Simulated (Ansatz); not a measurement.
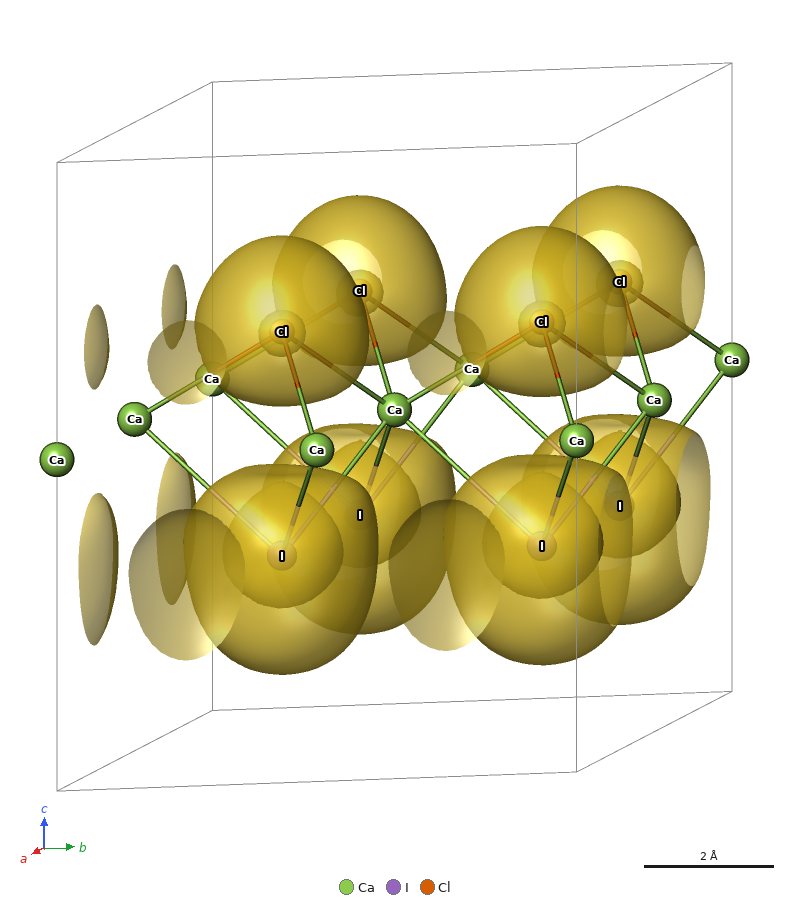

Figure 1: CaICl. Isosurface of the ELF at 0.65 (yellow), seen slightly off an axis. Core shells and regions of very low density are left out. Sticks mark near contacts.

A structure generated by program, which may or may not match a known phase.

These are results of Ansatz 0.2.0, DFT PBE, scalar-relativistic, plane waves, PAW, not measurements.

Core electrons are frozen (PAW), and the valence fields are smoothed inside the atomic spheres.

```xyz
3
Lattice="4.1676 0.0000 0.0000 -2.0838 3.6093 0.0000 0.0000 0.0000 30.4478" Properties=species:S:1:pos:R:3 pbc="T T T"
Ca    0.0000    0.0000    9.2558
I     0.0000    2.4062    7.2116
Cl    0.0000    2.4062   10.7548
```

Question: Identify the bonds, lone pairs and shells in this picture.

Answer: The ELF exceeds this value in one region wrapped around Cl (its valence shell) and one region wrapped around I (its valence shell), counted in one cell of 3 atoms. Counts are for one cell; the picture repeats the cell along the surface.

Values along the shortest contacts:
Ca–Cl (2.83 Å): the ELF peaks at about 0.90 in the valence shell of Cl, 0.9 Å from its nucleus, and is about 0.25 at the midpoint (a closed-shell, largely ionic contact). Ca–I (3.16 Å): the ELF peaks at about 0.80 in the valence shell of I, 1.3 Å from its nucleus, and falls to about 0.10 next to Ca; a largely ionic contact.
